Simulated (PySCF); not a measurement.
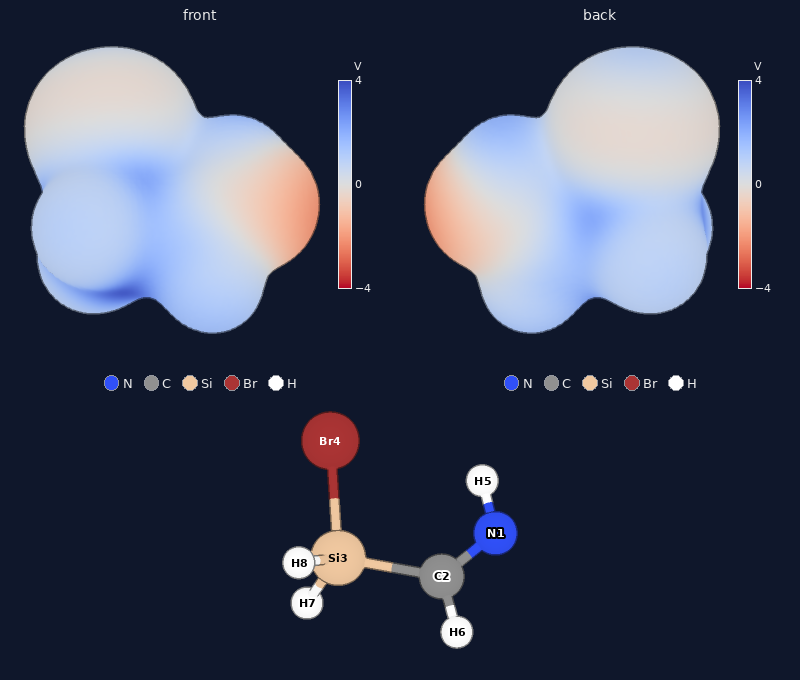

The picture shows: CH₄BrNSi (SMILES [H]/N=C\[SiH2]Br). The electrostatic potential painted on the density surface at 0.004 e/bohr³, seen from the front and from behind; red is negative and blue positive. The bare structure is drawn below in the same view.

Geometry: GFN2-xTB.

The calculation used CAM-B3LYP/def2-SVPD, SCF density, gas phase in PySCF.

```
atom    x (Å)    y (Å)    z (Å)
   N   1.8504   0.0865   0.0078
   C   0.8133  -0.6192  -0.0056
  Si  -1.0138  -0.0694  -0.0085
  Br  -0.9568   2.1485   0.0060
   H   1.7027   1.0980   0.0190
   H   0.9917  -1.6939  -0.0176
   H  -1.6860  -0.4629  -1.2362
   H  -1.6924  -0.4782   1.2105
```

**Where is the surface potential most negative and most positive?**

The most negative region (about −2.0 V) lies over N1, the most positive (about +3.3 V) over Si3. Br4 shows a σ-hole: about +0.9 V at the tip opposite its bond, against about 0.0 V on its flanks. N1 is the likeliest acceptor of a hydrogen bond.

**What dipole moment does the calculation give?**

Its dipole moment is 2.18 D.
